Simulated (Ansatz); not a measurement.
# A hypothetical structure for MoPS, part 2 of 2

This structure for MoPS is made up. Its elements were placed in a known structure type with a cell scaled to their sizes. What cell does the guess relax to, and how far off was it?

Ansatz 0.2.0; DFT, r2SCAN, plane-wave PAW, files of the set soft_1, scalar-relativistic, no spin, cell and ions relaxed at zero pressure; PAW set soft_1 (the session's first sound run).

So far: Set-up; Relaxation of the guess. The relaxed cell has a, b, c = 3.327, 4.660, 11.744 Å (conventional setting).

**3. Electronic structure of the relaxed cell**

A second self-consistent run takes a narrower smearing and the mesh shown in its input; the bands follow along the standard path of the relaxed lattice.

This step: DFT, r2SCAN, plane-wave PAW, files of the set soft_1, scalar-relativistic, no spin, bands and density of states at the relaxed cell; PAW set soft_1 (Ansatz 0.2.0).

input.yaml

```yaml
crystal:
  lattice:
    - [-1.6633790339, 2.3297811783, 5.8721412991]
    - [1.6633790339, -2.3297811783, 5.8721412991]
    - [1.6633790339, 2.3297811783, -5.8721412991]
  atoms:
    - { symbol: Mo, position: [0.6216011351, 0.1216011351, 0.5] }
    - { symbol: Mo, position: [0.3783988649, 0.8783988649, 0.5] }
    - { symbol: S, position: [0.214299126, 0.214299126, 0.0] }
    - { symbol: S, position: [0.785700874, 0.785700874, 0.0] }
    - { symbol: P, position: [0.7608016952, 0.5, 0.2608016952] }
    - { symbol: P, position: [0.2391983048, 0.5, 0.7391983048] }
kpoints:
  mp_grid: { grid: [12, 12, 12] }
  band_path:
    path:
      - [[0.0, 0.0, 0.0], [-0.27005993, 0.27005993, 0.27005993], [-0.48070698, 0.48070698, 0.05941288], [-0.5, 0.5, 0.0], [-0.75, 0.25, 0.25], [-0.5, 0.0, 0.5], [-0.72994007, -0.27005993, 0.72994007], [-0.5, -0.5, 0.5], [0.0, 0.0, 0.0], [-0.28935295, 0.28935295, -0.28935295], [-0.5, 0.0, 0.0], [-0.75, 0.25, 0.25]]
      - [[-0.51929302, 0.51929302, -0.05941288], [-0.28935295, 0.28935295, -0.28935295]]
      - [[-0.71064705, -0.28935295, 0.28935295], [-0.5, -0.5, 0.5]]
    npoints: 6
scf:
  occupations: { method: fermi_dirac, width: 0.03 }
  n_extra_bands: 10
hamiltonian:
  xc: r2scan
  pseudopotentials: { kind: paw, azcp: { folder: soft_1 } }
output:
  forces: true
  stress: true
  write_bands: true
  dos: { projected: true }
  write_density: true
  write_potential: true
  elf: true
  volumetric_format: npy
```

Run with:

```
$ ansatz run input.yaml --threads 4 --pin off --max-ram 10240MiB --backend cpu --events-out ev --progress --plain --runs-dir out
```

Numbers of over 12 decimals in the logs are rounded to 6 here.

The log of the run:

```text
[...]
Crystal: 6 atoms, lattice volume = 91.025 Å³
Basis set: ecut = 500 eV, 2279 PW (Γ), FFT grids on a1−a2, a2, a2+a3, exchange–correlation on 180×192×100 points (64 copies of the dense FFT grid, shifted against one another)
Bands: 35, of which v1, the nominal top of the filled ones, is band 25 counted from 1 (24 counted from 0)
Symmetry: 8 space group operations
[...]
k-points: 280 of 1728
[...]
SCF iter   1: F=—  HF=-13269.808160 eV  |F-HF|=—  |Δ(HF+E_count)|=         —  Δρ=8.19e-2  dr2=1.12e1  dr2_τ=4.00e-1  ethr=3.10e-3  ⟨swp⟩=8.0  Hψ=52633  notcnv=0  defer=28
[...]
SCF iter   9: F=-13267.995837 eV  HF=-13267.995837 eV  |F-HF|=1.01e-8  |Δ(HF+E_count)|=   6.35e-8  Δρ=3.45e-6  dr2=2.26e-8  dr2_τ=1.50e-9  ethr=2.00e-10  ⟨swp⟩=19.1  Hψ=82734  notcnv=0
SCF 1 converged in 9 iterations: F = -13267.995837 eV  dr2 = 2.26e-8
[...]
NSCF: frozen V_eff on 81 k-points
SCF converged after 9 iterations
Free energy (F): -13267.995837 eV
[...]
Internal energy: -13267.985130 eV  (E = F + TS)
E sigma→0 (E₀):  -13267.990484 eV
Entropy (-TS):   -0.010707 eV (-1.784 meV/atom)
Fermi energy:    14.322580 eV
[...]
--- Forces (eV/Å), atoms counted from 1 ---
  atom   1  Mo    -0.00000000    -0.00000000     0.03377580
  atom   2  Mo     0.00000000     0.00000000    -0.03377580
  atom   3  S      0.00000000     0.00000000    -0.00301123
  atom   4  S     -0.00000000    -0.00000000     0.00301123
  atom   5  P      0.00000000    -0.00669660     0.00000000
  atom   6  P     -0.00000000     0.00669660    -0.00000000
  max |Σ_I F_I| component: 6.94e-18 eV/Å
--- Stress (GPa, compression-positive) ---
       -0.122003      -0.000000      -0.000000
       -0.000000       0.117530       0.000000
       -0.000000       0.000000      -0.040618
  P = ⅓ Tr σ = -0.0150 GPa (-0.150 kbar)
--- Band table (eV; the first three rows and the last of 280) ---
  k-point 0: bands = [... 21 lower, 11.9752, 12.5581, 13.6085, 14.0649, 14.2197, 15.5278, 15.6572, 15.7962, ... 6 higher]
  k-point 1: bands = [... 21 lower, 11.8797, 12.1465, 13.8079, 13.9187, 14.1449, 15.7111, 15.7696, 15.9287, ... 6 higher]
  k-point 2: bands = [... 21 lower, 11.5014, 11.5564, 13.3910, 14.1420, 14.3649, 15.8289, 15.8682, 16.0807, ... 6 higher]
  k-point 279: bands = [... 21 lower, 12.2284, 12.4322, 12.4786, 13.3102, 15.0095, 15.4638, 15.6491, 16.6638, ... 6 higher]
```

Elapsed: 50 s, on 4 threads of Arm Neoverse V1, shared host; peak memory 1.2 GiB; 3.3 min of CPU time.

The column dr2 measures how far the density is from self-consistency, as an energy; F and HF (Harris–Foulkes) agree once it is small.

Numbers from this step:

```yaml
free_energy: -13267.9958 eV
energy_at_zero_smearing: -13267.9905 eV
smearing_term_ts: 0.01071 eV
pressure: -0.01503 GPa
```

bands.tsv at the labelled points (eV, zero at the Fermi level; the bands that come nearest the Fermi level along the path):

```tsv
point	band 22	band 23	band 24	band 25	band 26	band 27	band 28	band 29
Γ	-2.35	-1.76	-0.71	-0.26	-0.10	1.21	1.33	1.47
X	-3.24	-3.18	-0.92	0.34	0.70	0.97	1.09	1.38
L	-3.09	-2.86	-0.56	0.17	0.66	1.09	1.34	1.48
T	-2.92	-2.87	-0.60	0.33	0.42	1.47	1.57	1.71
W	-3.24	-2.92	-0.63	0.42	0.47	1.35	1.43	1.49
R	-3.16	-2.91	-0.99	0.65	0.86	0.93	1.33	1.58
X1	-3.24	-3.18	-0.92	0.34	0.70	0.97	1.09	1.38
Z	-2.09	-1.89	-1.84	-1.01	0.69	1.14	1.33	2.34
Γ	-2.35	-1.76	-0.71	-0.26	-0.10	1.21	1.33	1.47
Y	-2.96	-2.09	-1.36	-0.74	-0.48	0.69	1.52	1.83
S	-2.44	-2.40	-2.34	-0.92	0.03	0.80	1.48	1.75
W	-3.24	-2.92	-0.63	0.42	0.47	1.35	1.43	1.49
L1	-3.09	-2.86	-0.56	0.17	0.66	1.09	1.34	1.48
Y	-2.96	-2.09	-1.36	-0.74	-0.48	0.69	1.52	1.83
Y1	-2.96	-2.09	-1.36	-0.74	-0.48	0.69	1.52	1.83
Z	-2.09	-1.89	-1.84	-1.01	0.69	1.14	1.33	2.34
```

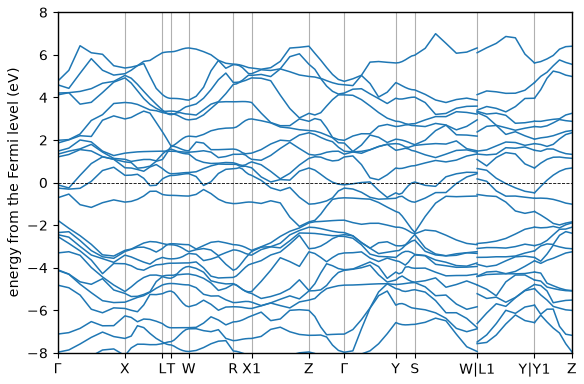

Bands along the path. 12 bands lie wholly below the window drawn.

States per cell as run, both spins, in windows of 1 eV, from dos.tsv (zero at the Fermi level):

```
from  to  total
  -8  -7   1.99
  -7  -6   3.01
  -6  -5   3.80
  -5  -4   4.40
  -4  -3   5.35
  -3  -2   3.29
  -2  -1   0.77
  -1   0   3.23
   0   1   2.90
   1   2   5.02
   2   3   3.68
   3   4   3.08
```

A further 24.1 states lie below the table's range.

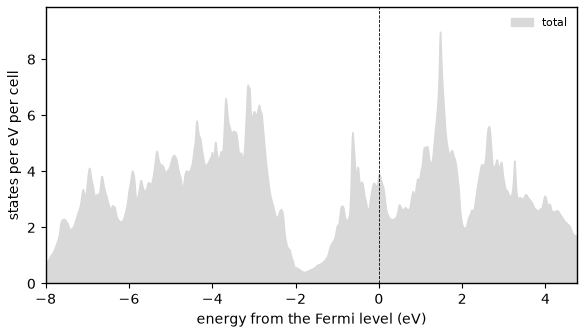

Total density of states, smoothed over about 0.04 eV.

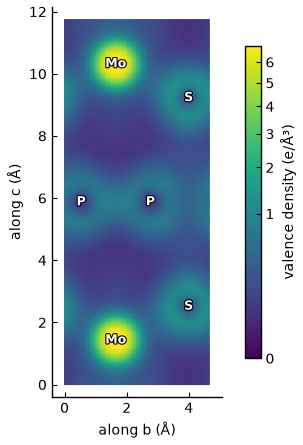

Valence density in the bc plane of the conventional cell at fractional x = 0.000, with atoms of Mo and S and P within 0.2 Å of it. It is the smooth field of the valence electrons, not physical close to the nuclei. The map starts off the cell's origin, so that atoms lie inside it. The colour scale is stretched toward low values.

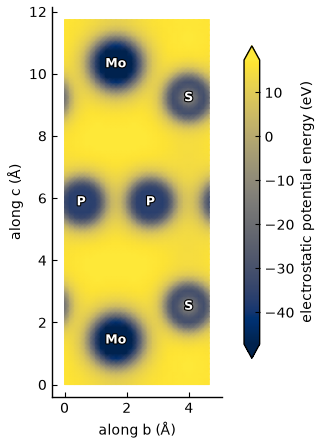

Electrostatic potential energy in the bc plane of the conventional cell at fractional x = 0.000, with atoms of Mo and S and P within 0.2 Å of it. With pseudopotentials it is smooth inside the atoms' cores, unlike the true potential. The map starts off the cell's origin, so that atoms lie inside it.

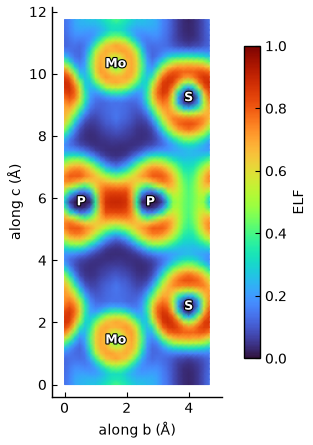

ELF in the bc plane of the conventional cell at fractional x = 0.000, with atoms of Mo and S and P within 0.2 Å of it. It is the smooth field of the valence electrons, not physical close to the nuclei. The map starts off the cell's origin, so that atoms lie inside it.

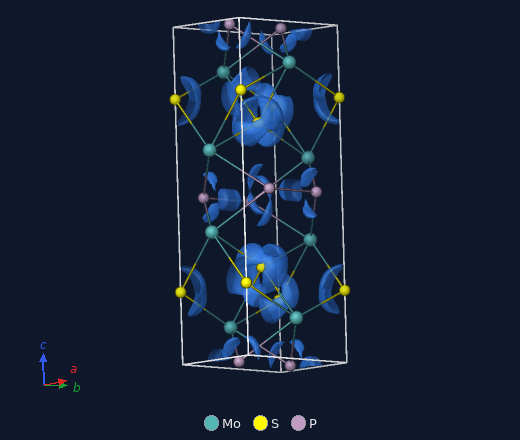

Surface of ELF = 0.81.

**4. Results**

| Item | Value |
| --- | --- |
| space group, relaxed | Immm |
| conventional cell | a = 3.327, b = 4.660, c = 11.744 Å; α = 90.0°, β = 90.0°, γ = 90.0° |
| volume per atom | 15.17 Å³ (guess 17.33) |

**Reading.** MoPS relaxes to Immm with a = 3.327, b = 4.660 and c = 11.744 Å. The guessed volume was 14 % too large. The space group Immm was held in the relaxation, so the end point is a stationary structure within it and may be a saddle against distortions or other arrangements. Bands cross the Fermi level, so it is a metal or semimetal at this level. On the 12×12×12 mesh with the narrower smearing (relaxed on 9×9×9) the largest force component is 0.034 eV/Å and the largest stress component is 0.122 GPa, against the relaxation's thresholds of 0.015 eV/Å and 0.05 GPa. The cutoff wasn't tested. No dispersion term is used, so weakly bound directions may come out too long. The runs have no spin, and magnetism wasn't tested. Nothing here tests whether the compound is stable against decomposition.

[Logs are printed without paths, hosts, clocks, repeated set-up lines and the standing remarks that a program may print on its own settings, such as how far it seeks lower states.]

[Hosts, paths, dates, database ids (printed as entryN), source tags and the programs' standing remarks are cut or masked in the printed files.]
